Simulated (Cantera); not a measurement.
Input: 1 mol Pb, 0.61 mol H2, equilibrated at 1 atm.

Equilibrium computed with Cantera from the NASA thermochemical tables; the gas is ideal and each condensed phase is pure. Candidate condensed phases: Pb; 4 gas species. Rates play no part.

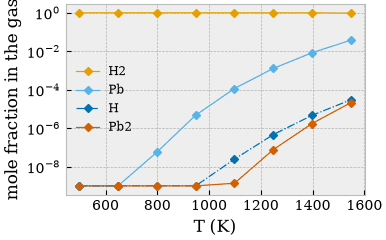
*Equilibrium gas composition (values under 1e-9 drawn at 1e-9)*

At 498 K the condensed part is Pb(s). From 648 K to 1548 K the condensed part is Pb(l).
